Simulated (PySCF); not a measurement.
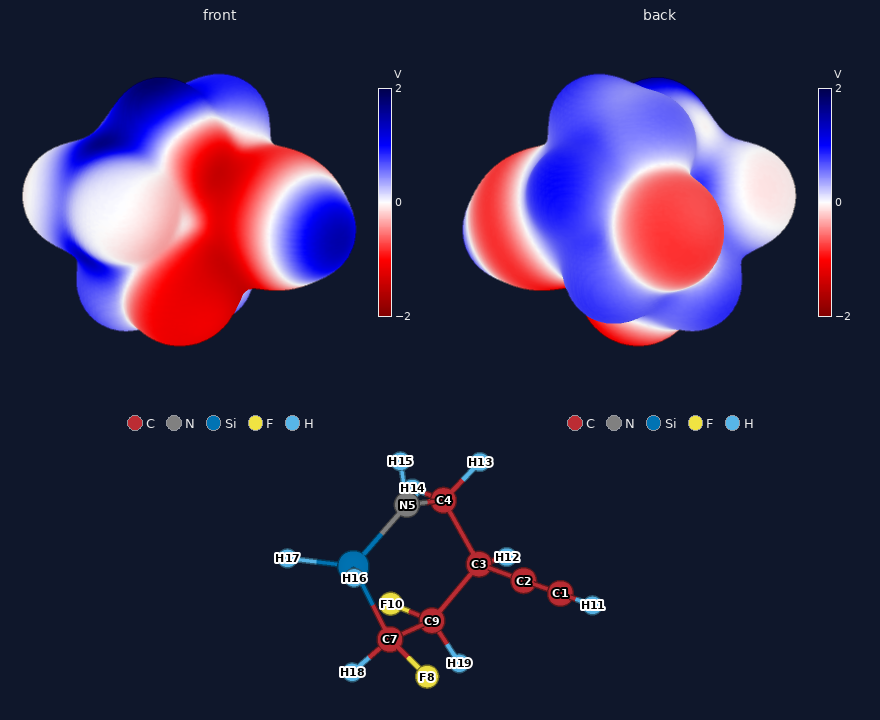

C6H9F2NSi. The molecular electrostatic potential painted on the density surface at 0.002 e/bohr³, seen from the front and from behind; red is negative and blue positive. The bare structure is drawn below in the same view.

Geometry: GFN2-xTB.

Theory: PBE0/pcSseg-1, SCF density, gas phase, non-relativistic (PySCF 2.14.0).

```tsv
atom	x (Å)	y (Å)	z (Å)
C	-2.7893	0.4381	0.4145
C	-1.8539	-0.0539	-0.1448
C	-0.7191	-0.6649	-0.8105
C	0.0306	-1.6083	0.1422
N	0.5189	-0.8998	1.3074
Si	1.4412	0.5386	1.2091
C	0.7757	1.3963	-0.3739
F	-0.1991	2.3282	-0.0549
C	0.1938	0.4228	-1.3934
F	1.2547	-0.1932	-2.0333
H	-3.6067	0.8819	0.8985
H	-1.0852	-1.2689	-1.6515
H	-0.6658	-2.3865	0.4677
H	0.8462	-2.0880	-0.4164
H	0.6245	-1.4983	2.1104
H	1.1253	1.3475	2.3787
H	2.8882	0.3683	0.9937
H	1.5619	1.9673	-0.8829
H	-0.3517	0.9820	-2.1680
```

> Which sites attract a positive test charge, and which a negative one?

A positive charge is drawn to the negative regions and a negative charge to the positive ones. The most negative region (about −1.4 V) lies over C1, C2, N5 and F8, the most positive (about +1.7 V) over H15.

> What dipole moment does the calculation give?

Its dipole moment is 1.74 D.
